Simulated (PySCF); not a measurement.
# Fluorothioborine (BSF): NMR shifts, electronic excitations and K edges in gas and solvents

Aim: compute the NMR shifts, electronic excitations and K edges of Fluorothioborine (BSF) (`FB=S`), and see what a dielectric continuum does where one was used.

Programs: PySCF 2.14.0, with density-fitted response routines of our own. Each step states its level of theory. These are calculated values for one molecule, in the gas phase or a continuum, unless marked as measured. Atoms are numbered from 0 throughout.

### Step 1. The starting structure

3 atoms, charge 0, multiplicity 1; geometry from: GFN2-xTB.

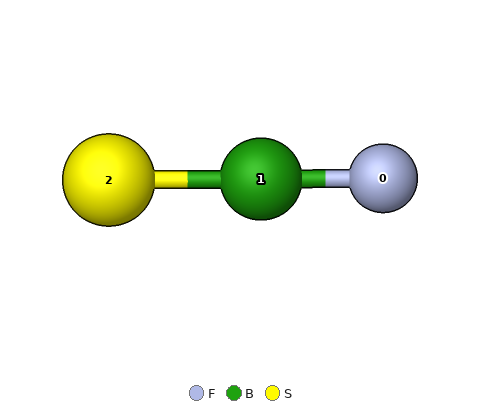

As it starts; fluorine light blue, boron green, sulfur yellow, atoms numbered; sticks join atoms by distance.

### Step 2. Optimising the geometry at PBE0-D3(BJ)/def2-SVP

What the job is given:

```
{"job": {"xc": "PBE0", "basis": "def2-SVP", "d3": "d3bj", "grid": 1, "kind": "geom"}, "charge": 0, "multiplicity": 1}
F     -1.387349     0.135478    -0.006430
B     -0.102244     0.105055    -0.004357
S      1.501074     0.067334    -0.001767
```

Output:

```text
step   0  E = -522.46608993  max force = 0.013017
step   1  E = -522.46619860  max force = 0.000529
step   2  E = -522.46620036  max force = 0.000272
optimisation converged
```

Run time: 4.9 s. Hardware: 1 thread, shared host.

Along the way:

```
step  energy from step 0 (eV)  largest force component (eV/Å)
   0                   0.0000                          0.6694
   1                  -0.0030                          0.0272
   2                  -0.0030                          0.0140
```

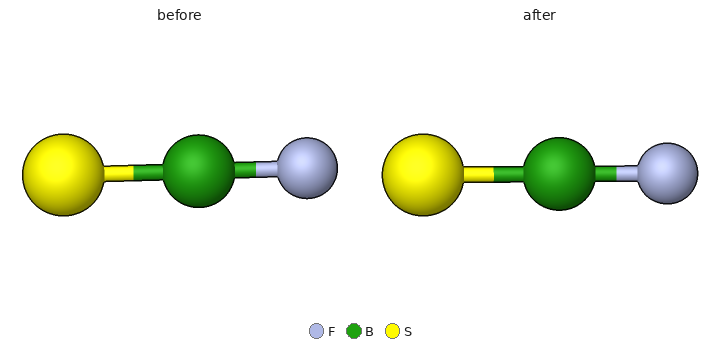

The geometry before (left) and after (right).

Distances of close pairs at the start and the end, largest changes first:

| bond | before (Å) | after (Å) | change (Å) |
| --- | --- | --- | --- |
| B1–S2 | 1.604 | 1.614 | +0.010 |
| F0–B1 | 1.285 | 1.281 | -0.004 |

The end geometry stands in the next job.

```csv
at the end point,value
point group (found at 0.08 Å tolerance),C∞v
"rotational constants (GHz, main isotopes)","4.931, 4.931"
dipole moment (D),1.27
```

### Step 3. NMR shieldings: PBE0/pcSseg-1 in chloroform

What the job is given:

```
{"job": {"kind": "nmr", "xc": "PBE0", "basis": "pcSseg-1", "solvent": "chloroform", "pop": true}, "charge": 0, "multiplicity": 1}
F     -1.395974     0.156488     0.006952
B     -0.116155     0.095439     0.011828
S      1.496388     0.025185     0.017352
```

Method: GIAO PBE0/pcSseg-1 NMR shielding, non-relativistic, IEF-PCM chloroform.

Output:

```text
coarse grid: 3800 points
cycle   1  E = -522.5980288077  dE =  3.403e-01  |g| = 4.001e-01  |ddm| = 1.733e+00
cycle   2  E = -522.5598792274  dE =  3.815e-02  |g| = 5.910e-01  |ddm| = 6.770e-01
cycle   3  E = -522.6332534912  dE = -7.337e-02  |g| = 3.755e-02  |ddm| = 4.253e-01
cycle   4  E = -522.6335539190  dE = -3.004e-04  |g| = 2.029e-02  |ddm| = 4.894e-02
cycle   5  E = -522.6336622279  dE = -1.083e-04  |g| = 5.593e-03  |ddm| = 2.009e-02
cycle   6  E = -522.6336684692  dE = -6.241e-06  |g| = 8.859e-04  |ddm| = 4.794e-03
final grid: 34560 points
cycle   7  E = -522.6587457793  dE = -2.280e-05  |g| = 5.162e-03  |ddm| = 1.584e-02
cycle   8  E = -522.6587355646  dE =  1.021e-05  |g| = 7.788e-03  |ddm| = 1.235e-02
cycle   9  E = -522.6587532816  dE = -1.772e-05  |g| = 4.689e-04  |ddm| = 7.645e-03
cycle  10  E = -522.6587533241  dE = -4.256e-08  |g| = 1.502e-04  |ddm| = 4.053e-04
cycle  11  E = -522.6587533266  dE = -2.420e-09  |g| = 6.531e-05  |ddm| = 8.531e-05
cycle  12  E = -522.6587533273  dE = -7.568e-10  |g| = 5.468e-06  |ddm| = 3.851e-05
converged SCF energy = -522.6587533273

GIAO shielding tensors (ppm)
atom      isotropic    diamagn.    paramagn.     s11        s22        s33       span
  0 F      301.708     467.047    -165.339    209.164    209.168    486.792    277.629
  1 B       77.149     203.063    -125.914      3.355      3.355    224.739    221.384
  2 S      805.269    1058.992    -253.723    677.581    677.581   1060.646    383.065
```

Wall time 6.5 s (1 thread, shared host).

The references, computed at this level on geometries of the same kind, shield at (ppm): ¹⁹F CFCl3 179.6, ¹¹B BF3·OEt2 101.2, ³³S CS2 495. Their shielding less the atom's gives the shift. The references are single molecules in the same continuum, so shifts against H2O, NH3, PH3, H3PO4 or CFCl3 are not on the usual liquid scales and can be off by tens of ppm.

| atoms | environment | σ (ppm) | δ (ppm) |
| --- | --- | --- | --- |
| F0 | fluorine bonded to B | 301.7 | -122.1 |
| B1 | boron bonded to F, S | 77.1 | 24.0 |
| S2 | sulfur bonded to B | 805 | -310 |

Charges from the same density, by scheme (e):

| atoms | Mulliken | IAO | Hirshfeld | ESP fit |
| --- | --- | --- | --- | --- |
| F0 | -0.23 | -0.23 | -0.06 | -0.05 |
| B1 | 0.54 | 0.35 | 0.27 | 0.31 |
| S2 | -0.31 | -0.12 | -0.20 | -0.26 |

Hirshfeld charges:

| atom | value (e) |
| --- | --- |
| F0 | -0.06 |
| B1 | 0.27 |
| S2 | -0.20 |

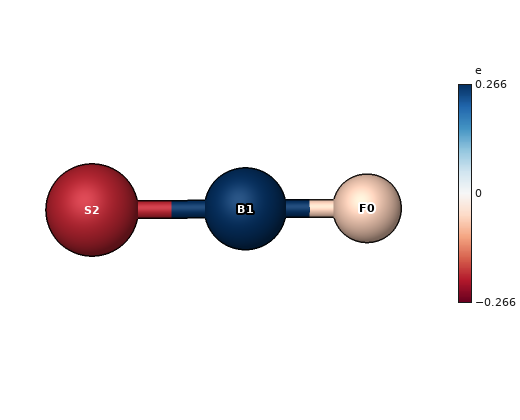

Hirshfeld charges, as colours on the atoms.

Mayer bond orders: F0–B1 1.18, B1–S2 2.15.

### Step 4. Excited states and response: CAM-B3LYP/def2-SVPD

What the job is given:

```
{"job": {"kind": "uv", "xc": "CAM-B3LYP", "basis": "def2-SVPD", "dynamic": true, "nstates": 6, "ntriplets": 0}, "charge": 0, "multiplicity": 1}
F     -1.395974     0.156488     0.006952
B     -0.116155     0.095439     0.011828
S      1.496388     0.025185     0.017352
```

Method: TDDFT CAM-B3LYP/def2-SVPD, vertical, gas phase, core orbitals frozen in the response.

Output:

```text
coarse grid: 3800 points
cycle   1  E = -522.6050918075  dE =  3.436e-01  |g| = 4.521e-01  |ddm| = 2.233e+00
cycle   2  E = -522.5779602443  dE =  2.713e-02  |g| = 5.918e-01  |ddm| = 1.028e+00
cycle   3  E = -522.6624125906  dE = -8.445e-02  |g| = 2.343e-02  |ddm| = 6.241e-01
cycle   4  E = -522.6625454469  dE = -1.329e-04  |g| = 2.169e-02  |ddm| = 4.604e-02
cycle   5  E = -522.6626645353  dE = -1.191e-04  |g| = 4.722e-03  |ddm| = 2.773e-02
cycle   6  E = -522.6626711995  dE = -6.664e-06  |g| = 6.969e-04  |ddm| = 7.580e-03
final grid: 34560 points
cycle   7  E = -522.7150886336  dE = -2.061e-05  |g| = 1.132e-03  |ddm| = 2.450e-02
cycle   8  E = -522.7150887737  dE = -1.401e-07  |g| = 7.813e-04  |ddm| = 1.972e-03
cycle   9  E = -522.7150888775  dE = -1.038e-07  |g| = 3.433e-04  |ddm| = 1.006e-03
cycle  10  E = -522.7150889040  dE = -2.657e-08  |g| = 4.379e-05  |ddm| = 3.461e-04
cycle  11  E = -522.7150889045  dE = -4.584e-10  |g| = 6.983e-06  |ddm| = 6.557e-05
converged SCF energy = -522.7150889045

Static polarisability (au): isotropic 33.995, principal 28.895 28.896 44.194

Singlet excitations
state   eV       nm        f      main configurations
  1   5.8383    212.4   0.00001   H-1->L+2 0.49, H->L+1 0.49
  2   6.0722    204.2   0.00001   H-1->L+1 0.49, H->L+2 0.49
  3   6.0722    204.2   0.00001   H->L+1 0.49, H-1->L+2 0.49
  4   6.6589    186.2   0.07247   H->L 0.95
  5   6.6590    186.2   0.07247   H-1->L 0.95
  6   8.4419    146.9   0.38551   H-1->L+1 0.39, H->L+2 0.39, H-2->L 0.10
```

It took 5.6 s on 1 thread, shared host.

Frontier orbitals and where they lie:

```csv
orbital,eV,atoms
HOMO−3,-16.61,"F0 87 %, B1 12 %"
HOMO−2,-12.82,"S2 76 %, B1 21 %"
HOMO−1,-9.75,"S2 70 %, B1 26 %, F0 5 %"
HOMO,-9.75,"S2 70 %, B1 26 %, F0 5 %"
LUMO,0.21,"B1 68 %, S2 20 %, F0 12 %"
LUMO+1,0.72,"B1 42 %, S2 41 %, F0 17 %"
LUMO+2,0.72,"B1 42 %, S2 41 %, F0 17 %"
```

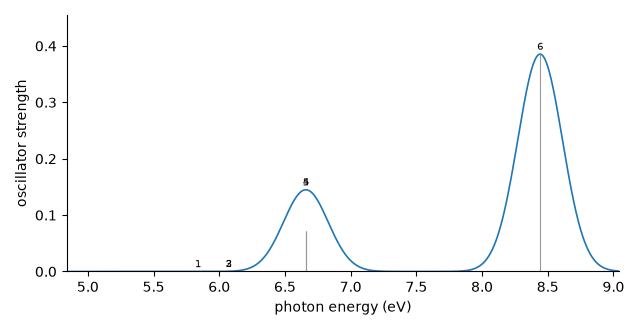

Absorption spectrum from the 6 singlet states computed; above the last one it falls off for lack of states. Lines are broadened to a width of 0.40 eV (Gaussian).

Ground-state properties from the same run:

| property | computed |
| --- | --- |
| dipole moment (D) | 1.16 |
| polarisability (Å³) | 5.04 |
| HOMO–LUMO gap (eV) | 9.96 |
| −ε(HOMO) (eV) | 9.75 |
| C6 with itself (au) | 414 |

### Step 5. Excited states and response: CAM-B3LYP/def2-SVPD in chloroform

What the job is given:

```
{"job": {"kind": "uv", "xc": "CAM-B3LYP", "basis": "def2-SVPD", "solvent": "chloroform", "nstates": 6, "ntriplets": 0}, "charge": 0, "multiplicity": 1}
F     -1.395974     0.156488     0.006952
B     -0.116155     0.095439     0.011828
S      1.496388     0.025185     0.017352
```

With the program's defaults for keys left out, this is: TDDFT CAM-B3LYP/def2-SVPD, vertical, IEF-PCM chloroform (non-equilibrium linear response), core orbitals frozen in the response.

Output:

```text
coarse grid: 3800 points
cycle   1  E = -522.6120471553  dE =  3.367e-01  |g| = 4.365e-01  |ddm| = 2.233e+00
cycle   2  E = -522.6028162110  dE =  9.231e-03  |g| = 5.285e-01  |ddm| = 9.655e-01
cycle   3  E = -522.6639358342  dE = -6.112e-02  |g| = 2.414e-02  |ddm| = 5.407e-01
cycle   4  E = -522.6640708944  dE = -1.351e-04  |g| = 1.713e-02  |ddm| = 5.044e-02
cycle   5  E = -522.6641334530  dE = -6.256e-05  |g| = 5.362e-03  |ddm| = 2.017e-02
cycle   6  E = -522.6641424192  dE = -8.966e-06  |g| = 4.862e-04  |ddm| = 9.683e-03
final grid: 34560 points
cycle   7  E = -522.7165501443  dE = -2.061e-05  |g| = 1.413e-03  |ddm| = 2.461e-02
cycle   8  E = -522.7165502388  dE = -9.450e-08  |g| = 1.294e-03  |ddm| = 2.382e-03
cycle   9  E = -522.7165505343  dE = -2.955e-07  |g| = 2.568e-04  |ddm| = 1.223e-03
cycle  10  E = -522.7165505464  dE = -1.213e-08  |g| = 6.156e-05  |ddm| = 2.370e-04
cycle  11  E = -522.7165505472  dE = -8.001e-10  |g| = 1.802e-05  |ddm| = 8.760e-05
converged SCF energy = -522.7165505472

Static polarisability (au): isotropic 41.139, principal 34.827 34.835 53.756

Singlet excitations
state   eV       nm        f      main configurations
  1   5.9040    210.0   0.00001   H->L+1 0.49, H-1->L+2 0.49
  2   6.1128    202.8   0.00001   H-1->L+1 0.49, H->L+2 0.49
  3   6.1129    202.8   0.00001   H->L+1 0.49, H-1->L+2 0.48
  4   6.7511    183.7   0.09692   H->L 0.95
  5   6.7512    183.6   0.09694   H-1->L 0.95
  6   8.2821    149.7   0.55409   H-1->L+1 0.42, H->L+2 0.42
```

It took 4.7 s on 1 thread, shared host.

Key values: HOMO -9.76 eV, LUMO 0.34 eV; lowest singlet 5.90 eV.

### Step 6. Core excitations: BHandHLYP/def2-SVPD+aug-pcX-1

What the job is given:

```
{"job": {"kind": "xas", "xc": "BHandHLYP", "basis": {"default": "aug-pcX-1", "H": "pcseg-1", "S": "def2-SVPD"}}, "charge": 0, "multiplicity": 1}
F     -1.395974     0.156488     0.006952
B     -0.116155     0.095439     0.011828
S      1.496388     0.025185     0.017352
```

With the program's defaults for keys left out, this is: core-valence-separated TDA BHandHLYP/aug-pcX-1 H:pcseg-1 S:def2-SVPD, K edges, non-relativistic, gas phase.

Output:

```text
coarse grid: 3800 points
cycle   1  E = -522.6916148092  dE =  3.405e-01  |g| = 4.395e-01  |ddm| = 1.872e+00
cycle   2  E = -522.6733503121  dE =  1.826e-02  |g| = 5.333e-01  |ddm| = 8.499e-01
cycle   3  E = -522.7400445250  dE = -6.669e-02  |g| = 3.284e-02  |ddm| = 5.263e-01
cycle   4  E = -522.7402706578  dE = -2.261e-04  |g| = 2.809e-02  |ddm| = 5.510e-02
cycle   5  E = -522.7404542780  dE = -1.836e-04  |g| = 2.892e-03  |ddm| = 3.044e-02
cycle   6  E = -522.7404576287  dE = -3.351e-06  |g| = 6.836e-04  |ddm| = 6.733e-03
final grid: 34560 points
cycle   7  E = -522.7686669622  dE = -3.524e-05  |g| = 1.568e-03  |ddm| = 9.838e-03
cycle   8  E = -522.7686670704  dE = -1.081e-07  |g| = 5.933e-04  |ddm| = 1.691e-03
cycle   9  E = -522.7686671074  dE = -3.708e-08  |g| = 4.872e-04  |ddm| = 1.156e-03
cycle  10  E = -522.7686671835  dE = -7.612e-08  |g| = 3.392e-05  |ddm| = 6.100e-04
cycle  11  E = -522.7686671838  dE = -2.914e-10  |g| = 1.556e-05  |ddm| = 5.354e-05
converged SCF energy = -522.7686671838

B K edge
   eV          f      from atoms
  190.122   0.09365   B1
  190.122   0.09366   B1
  192.186   0.00403   B1
  195.272   0.00375   B1
  195.272   0.00375   B1
  195.434   0.00047   B1
  195.773   0.00188   B1
  196.535   0.00560   B1

F K edge
   eV          f      from atoms
  686.644   0.01807   F0
  686.645   0.01810   F0
  686.864   0.00914   F0
  689.543   0.01202   F0
  690.057   0.00083   F0
  690.057   0.00083   F0
  690.793   0.00584   F0
  691.556   0.00050   F0
```

Wall time 3.6 s (1 thread, shared host).

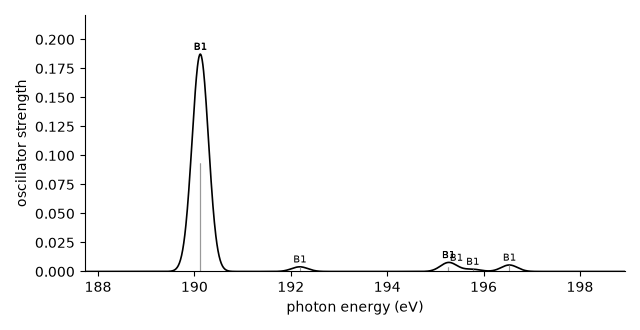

The B K edge. Lines are broadened to a width of 0.40 eV (Gaussian).

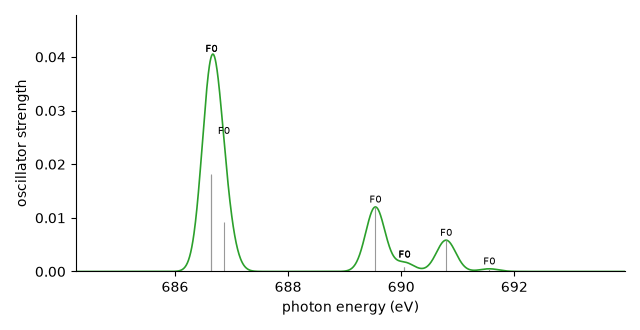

The F K edge. Lines are broadened to a width of 0.40 eV (Gaussian).

### Step 7. Run by run: electronic excitations

Excitations and ground-state properties, with basis size and wall time:

```
                              run  lowest singlet (eV)  brightest (eV)      f  gap (eV)  α (Å³)  μ (D)  functions   time
              CAM-B3LYP/def2-SVPD                 5.84            8.44  0.386      9.96    5.04   1.16         70  5.6 s
CAM-B3LYP/def2-SVPD in chloroform                 5.90            8.28  0.554     10.10    6.10   1.45         70  4.7 s
```

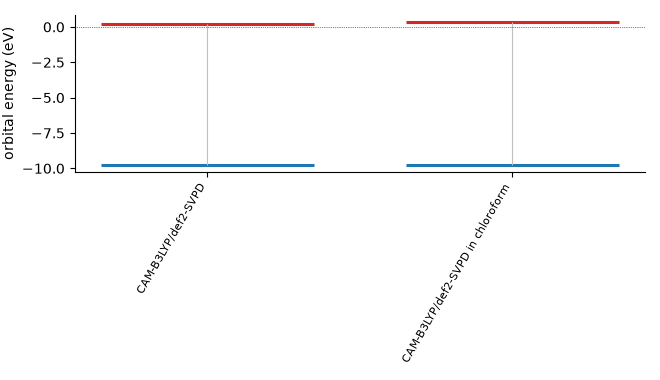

HOMO (blue) and LUMO (red) run by run.

### Step 8. Summary of results

```
                                               quantity                                                  value
                                            point group                                                    C∞v
                   rotational constants (main isotopes)                                         4.93, 4.93 GHz
   ¹⁹F shifts against CFCl3 (PBE0/pcSseg-1, chloroform)                                             -122.1 ppm
¹¹B shifts against BF3·OEt2 (PBE0/pcSseg-1, chloroform)                                               24.0 ppm
     ³³S shifts against CS2 (PBE0/pcSseg-1, chloroform)                                               -310 ppm
                   lowest singlet (CAM-B3LYP/def2-SVPD)                            5.84 eV (212 nm), f = 0.000
               brightest single state of those computed                            state 6, 8.44 eV, f = 0.386
                                               B K edge  first line 190.12 eV, strongest 190.12 eV (f = 0.094)
                                               F K edge  first line 686.64 eV, strongest 686.64 eV (f = 0.018)
                            range of the lowest singlet                                        5.84 to 5.90 eV
```

**Reading.** Relaxing lowered the energy by 0.003 eV in 2 steps; the close pair that moved most is B1–S2, from 1.604 to 1.614 Å. No frequency check was run at this level, so the end point may be a saddle. At PBE0/pcSseg-1: The largest span, 383 ppm, is at S2, where the paramagnetic term is -254 ppm. The lowest singlet, at 5.84 eV, is HOMO−1→LUMO+2 0.49, HOMO→LUMO+1 0.49 and is dark; of the 6 states computed, the strongest absorption comes from state 6 at 8.44 eV (the last computed, so partners may be missing). At the B edge the strongest single line lifts a 1s electron of B1 into LUMO+1 (weight 0.75), 0.0 eV above the first line. At the F edge the strongest single line lifts a 1s electron of F0 into LUMO+1 (weight 0.87), 0.0 eV above the first line. Absolute edge energies from this method are off by several eV; spacings are better. The lowest singlet runs from 5.84 eV (CAM-B3LYP/def2-SVPD) to 5.90 eV (CAM-B3LYP/def2-SVPD in chloroform), while the orbital gap spans 9.96 to 10.10 eV. The lowest state need not be the same one in every run.
